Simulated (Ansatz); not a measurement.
ZrH₆O₄: several calculations on one system

### Relaxation

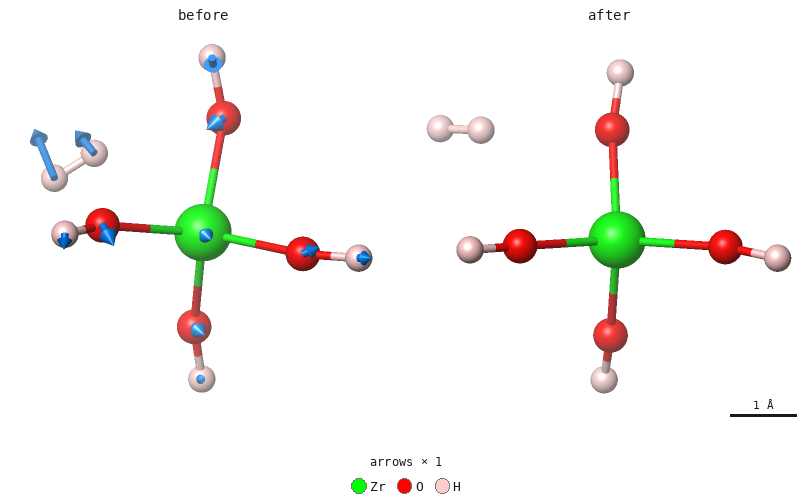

The structure of ZrH6O4 before (left) and after (right) a relaxation, at one scale. The blue arrows give the displacements, at their true length.

Style: ball-and-stick. Shown from a free direction.

The run prepares an end point of a later path (reaction) calculation, from a guessed geometry.

Level of theory: RKS PBE-D4/def2-SVP (Ansatz). Set-up: no spin polarisation; force threshold 0.03 eV/Å; at most 50 steps.

Summarise the run.

Answer. The energy falls by 3.95 kcal/mol in 13 accepted moves (18 points after the start). The largest force component goes from 1.4 to 0.012 eV/Å. The line search rejected the trial steps at points 7, 10, 14, 15, 16 of the run. The forces were under the threshold at step 13, but the run went on from there. An H atom moves most after the best rigid fit: 1.10 Å. Largest moves by element: H 1.10 Å, O 0.46 Å, Zr 0.28 Å. Near-neighbour distances that change, for instance: H–Zr 3.052 → 4.257 Å, H–Zr 2.733 → 3.566 Å, O–Zr 2.033 → 1.946 Å, H–H 0.724 → 0.771 Å. Bond angles that change, for instance: Zr–O–H 133.4° → 168.8°, Zr–O–H 160.7° → 177.6°, Zr–O–H 166.1° → 175.2°.

Limits of the set-up: the start holds two separate molecules, 2.2 Å apart at their closest, whose relative position is a soft coordinate.

### Relaxation

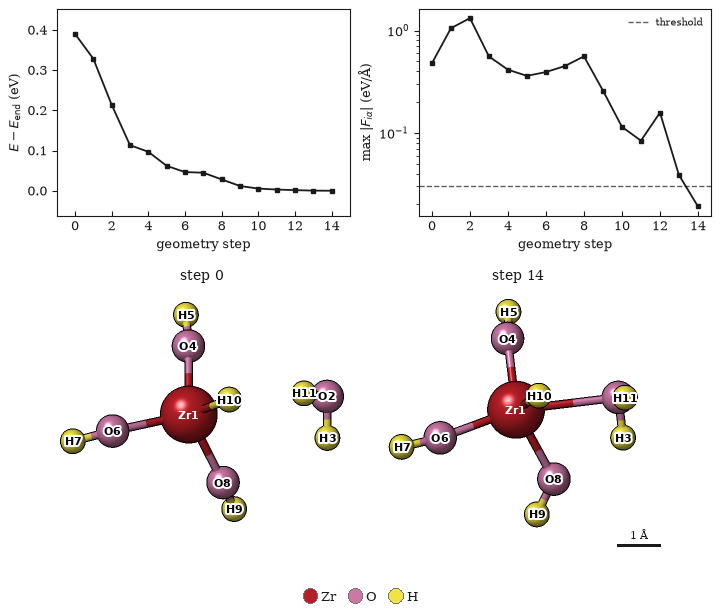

First and last geometry of a relaxation of ZrH₆O₄, with the history of the run. Style: ball-and-stick. Shown face on.

The run prepares an end point of a later path (reaction) calculation, from a guessed geometry.

Level of theory: RKS PBE-D4/def2-SVP in Ansatz 0.2.0. Settings: no spin polarisation; force threshold 0.03 eV/Å; at most 50 steps.

**Did the run converge, and what did it change?**

It converged. Over 14 geometry steps the energy falls by 0.390 eV. The largest force component goes from 0.48 to 0.019 eV/Å. The largest move after the best rigid fit is that of O2, 0.59 Å. By element the largest moves are O 0.59 Å, H 0.55 Å, Zr 0.29 Å. Near-neighbour distances that change, for instance: Zr1–O2 3.260 → 2.403 Å, Zr1–H3 3.281 → 2.598 Å, Zr1–H11 2.891 → 2.732 Å, Zr1–O8 1.940 → 2.008 Å. New bonds form, among them: Zr1–O2 (3.26 → 2.40 Å). Among the angles between lasting bonds that change: Zr1–O8–H9 157.5° → 129.4°, Zr1–O4–H5 172.2° → 159.4°, O6–Zr1–O8 110.4° → 102.1°. Cost: 12 s on 4 threads of INTEL(R) XEON(R) PLATINUM 8581C CPU @ 2.30GHz (Emerald Rapids), on a shared host, peak memory 0.19 GiB.

| step | E − E(0), eV | largest force component, eV/Å |
| --- | --- | --- |
| 0 | 0.0000 | 0.4796 |
| 1 | -0.0619 | 1.0535 |
| 2 | -0.1763 | 1.3200 |
| 3 | -0.2768 | 0.5576 |
| 4 | -0.2934 | 0.4142 |
| 5 | -0.3283 | 0.3604 |
| 6 | -0.3438 | 0.3930 |
| 7 | -0.3454 | 0.4498 |
| 8 | -0.3620 | 0.5592 |
| 9 | -0.3784 | 0.2590 |
| 10 | -0.3848 | 0.1144 |
| 11 | -0.3872 | 0.0840 |
| 12 | -0.3887 | 0.1576 |
| 13 | -0.3899 | 0.0388 |
| 14 | -0.3902 | 0.0191 |

### Path

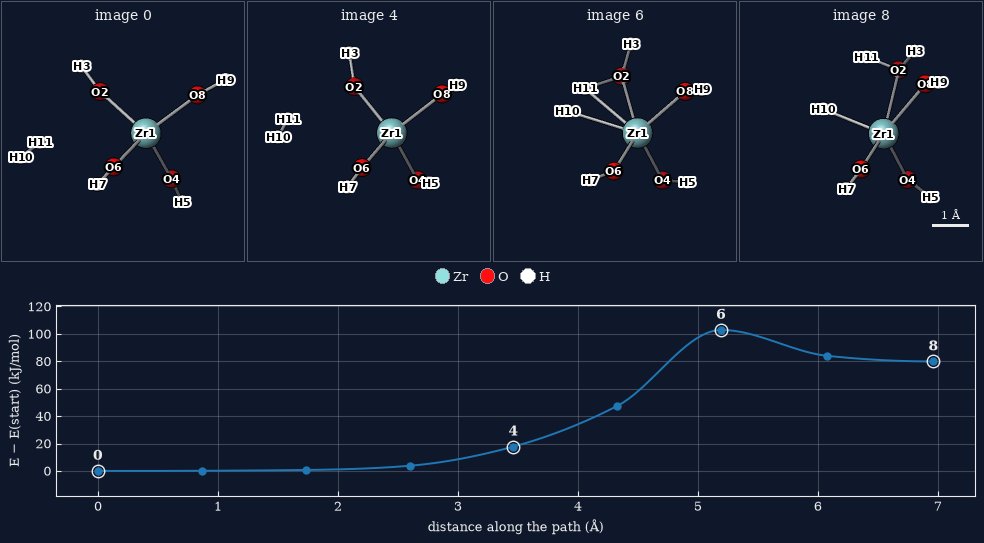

A nudged-elastic-band calculation for ZrH6O4, made up at the start of ZrH₄O₄ and H₂. Images are numbered from 0 (start) to 8 (end). The picture is a ball-and-stick view, seen at a tilt.

Computed with Ansatz, RKS PBE-D4/def2-SVP. Settings: 7 movable images; climbing image; force threshold 0.05 eV/Å; iteration limit 60; starting path through a guess of the saddle point.

Read off the barrier and say what moves.

Answer. Forward barrier 102.9 kJ/mol, backward barrier 23.0 kJ/mol, with image 6 at the top; the reaction energy is +79.9 kJ/mol. Breaking: H10–H11 (0.77 → 1.05 at the top → 2.18 Å). Forming: O2–H11 (2.45 → 1.24 at the top → 0.98 Å), Zr1–H10 (4.26 → 2.08 at the top → 1.90 Å). The band converged in 30 iterations, with a climbing image at the top.

Limits of the set-up: the start holds two separate molecules, 2.4 Å apart at their closest, whose relative position is a soft coordinate.

Cost: 2.7 min on 4 threads of INTEL(R) XEON(R) PLATINUM 8581C CPU @ 2.30GHz (Emerald Rapids) (shared host), peak memory 0.2 GiB.
